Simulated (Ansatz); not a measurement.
Pressure series in B6As

Base system: B6As (space group R-3m, No. 166; a cell from a computed database, its experimental status unchecked).

```
B6As
1.0
    3.06136     1.76748     3.94798
   -3.06136     1.76748     3.94798
    0.00000    -3.53495     3.94798
B As
12 2
Direct
  0.01567   0.01567   0.32467
  0.98433   0.98433   0.67533
  0.32467   0.01567   0.01567
  0.67533   0.98433   0.98433
  0.01567   0.32467   0.01567
  0.98433   0.67533   0.98433
  0.82179   0.27260   0.82179
  0.17821   0.72740   0.17821
  0.82179   0.82179   0.27260
  0.17821   0.17821   0.72740
  0.27260   0.82179   0.82179
  0.72740   0.17821   0.17821
  0.60080   0.60080   0.60080
  0.39920   0.39920   0.39920
```

Cell and atoms are relaxed at each pressure.

All numbers come from PBEsol in Ansatz (plane waves to 420 eV, PAW, spin-orbit coupling left out).

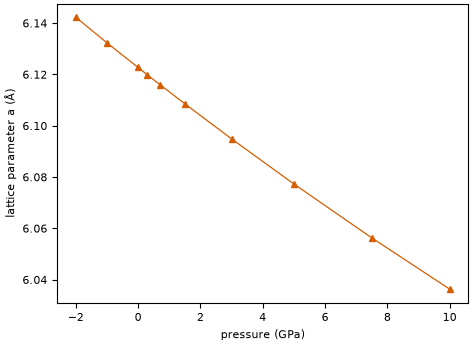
Figure. Lattice parameter a against pressure

Task: From the plot, what is the lattice parameter a for pressure 0.7 GPa?

Result: About 6.116 Å.

Task: Is the trend monotonic over the range shown?

Result: Yes, it falls throughout, spanning 6.036 Å to 6.142 Å.

Load acts through the strain it causes; cell and atoms are relaxed under it. Whether these cells are dynamically stable was not tested. No other phases were tried under pressure.

Ansatz is an electronic-structure program.
